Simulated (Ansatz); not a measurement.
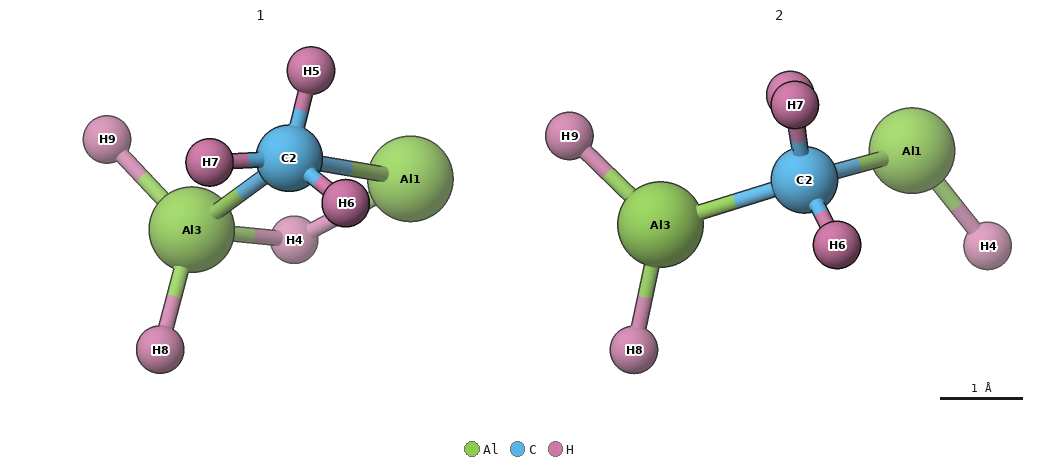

Two geometries of CH6Al2, drawn at one scale. One is the start of a relaxation, the other its converged end. The picture is a ball-and-stick view, seen at a tilt.

Method: RKS PBE-D4/def2-SVP in Ansatz 0.2.0. Set-up: force threshold 0.03 eV/Å; at most 250 steps.

**Which one is relaxed?**

Structure 1 is the relaxed one. It is one of the separated reactants of a reaction. After 22 geometry steps the energy has fallen by 195.7 kcal/mol. The largest force component goes from 21 to 0.027 eV/Å. The largest move after the best rigid fit is that of H4, 2.18 Å. By element the largest moves are H 2.18 Å, Al 0.84 Å, C 0.47 Å. Among the contacts that change: Al3–H4 4.252 → 1.722 Å, H5–H7 0.544 → 1.752 Å, Al1–C2 1.936 → 2.293 Å, Al1–H4 1.589 → 1.874 Å. New bonds form: Al3–H4 (4.25 → 1.72 Å). Bonds break: H5–H7 (0.54 → 1.75 Å). Bond angles that change, for instance: H5–C2–H7 29.1° → 103.1°, Al1–C2–H7 107.1° → 158.2°, Al1–C2–Al3 118.4° → 77.6°.
